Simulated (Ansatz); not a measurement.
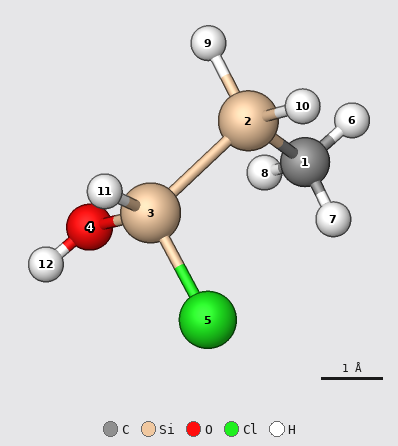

Fig. 1: The input geometry (ball-and-stick view, seen at a tilt; atoms are numbered from 1 in the order of the input). Bond lengths as drawn: Cl–Si 2.07 Å, C–H 1.09 Å, C–Si 1.87 Å, H–O 0.96 Å, H–Si 1.49 Å, O–Si 1.64 Å and Si–Si 2.34 Å.

## CH7ClOSi2: single-point calculation

CH7ClOSi2, SMILES C[SiH2][SiH](O)Cl, computed with RKS wB97X-V/def2-TZVPP (Ansatz 0.2.0).

The geometry comes from this level: PBE0-D4/def2-TZVP.

**The input**
```yaml
crystal:
  periodic: [false, false, false]
  atoms:
    - {symbol: C, position_ang: [-1.520926, -0.736321, -0.868351]}
    - {symbol: Si, position_ang: [-0.183091, -1.056376, 0.402119]}
    - {symbol: Si, position_ang: [1.108103, 0.868116, 0.695924]}
    - {symbol: O, position_ang: [1.780083, 1.233346, -0.757578]}
    - {symbol: Cl, position_ang: [-0.149347, 2.404416, 1.297576]}
    - {symbol: H, position_ang: [-2.148997, -1.619672, -1.001673]}
    - {symbol: H, position_ang: [-2.155339, 0.094117, -0.551811]}
    - {symbol: H, position_ang: [-1.077177, -0.478721, -1.832090]}
    - {symbol: H, position_ang: [0.706522, -2.175565, -0.017350]}
    - {symbol: H, position_ang: [-0.766936, -1.406175, 1.727082]}
    - {symbol: H, position_ang: [2.148646, 0.804417, 1.756680]}
    - {symbol: H, position_ang: [2.335558, 2.013216, -0.816629]}
basis:
  gaussian: {orbitals: def2-TZVPP}
hamiltonian: {xc: {name: wB97X-V}}
output: {orbitals: {seedname: orbitals}}
```

Machine: 4 threads of Arm Neoverse V1, 23 GiB of memory available, shared host.

Launch command:
```bash
ansatz run in.yaml --threads 4 --pin off --events-out ev --progress --plain --max-ram 10444MiB
```

**Output**
```
Functional definition: wB97X-V
  name "wB97X-V"
  cite "Mardirossian & Head-Gordon, Phys. Chem. Chem. Phys. 16, 9904 (2014) doi:10.1039/C3CP54374A"
  cite "Becke, J. Chem. Phys. 107, 8554 (1997) doi:10.1063/1.475007"
  cite "Vydrov & Van Voorhis, J. Chem. Phys. 133, 244103 (2010) doi:10.1063/1.3521275"
  parameter omega = 0.3/bohr
  parameter cx = 0.167
  parameter cx1 = 0.603
  parameter cx2 = 1.194
  parameter css0 = 0.556
  parameter css1 = -0.257
  parameter cos0 = 1.219
  parameter cos1 = -1.850
  parameter b = 6.0
  parameter c = 0.01
  exchange = spin_sum(e_x_unif_sr(omega)*poly(b97_u_x, 1 - cx, cx1, cx2)) + cx*exact_x_sr(omega) + exact_x_lr(omega)
  correlation = spin_sum(e_c_pw_same_spin*poly(b97_u_same, css0, css1))
      + integral(e_c_pw_opposite_spin*poly(b97_u_opposite, cos0, cos1)) + vv10(b, c)
1636 factors; their error is unknown
357 factors; integrals over basis functions are off by at most 2.0e-5 eV
mean field evaluation 1: about -31470.2917 eV, gradient 5.6e1 eV
mean field evaluation 2: about -31470.3717 eV, gradient 5.8e1 eV
mean field evaluation 4: about -31476.0984 eV, gradient 2.2e0 eV
mean field evaluation 8: about -31476.1229 eV, gradient 8.4e-2 eV
mean field evaluation 16: about -31476.1501 eV, gradient 9.2e-5 eV
mean field -31476.15007299 eV, -1156.7271798814 hartree, gradient 3.6e-5 eV, S^2 0.000000; 0 other end points of the search recorded, 0 dependent functions left out
reference -31476.15007065 eV, -1156.7271797956 hartree; 33, 33 occupied and 253, 253 virtual orbitals, 1636 factors
Total energy: -31476.15007065 eV, -1156.7271797956 hartree
```

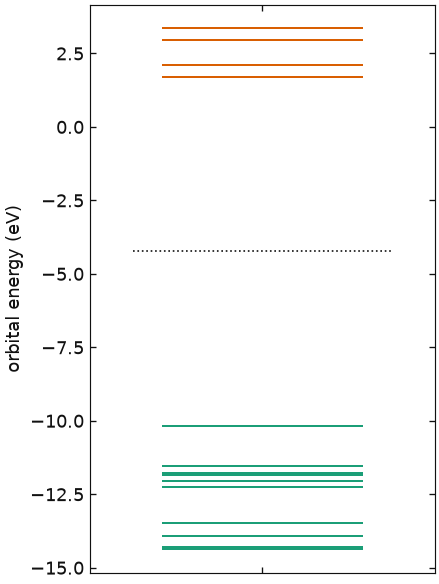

Fig. 2: Orbital energies near the frontier; the dotted line parts filled from empty levels, and levels within 0.02 eV of each other stand side by side. Highest filled −10.17 eV, lowest empty 1.71 eV, 11.88 eV apart.

**Summary**

- outcome: converged
- total energy: −31476.1501 eV
- SCF solution under orbital rotations: stable
- HOMO: −10.17 eV
- LUMO: 1.71 eV
- wall time: 13 s (CPU time 45 s)
- peak memory: 1.1 GiB
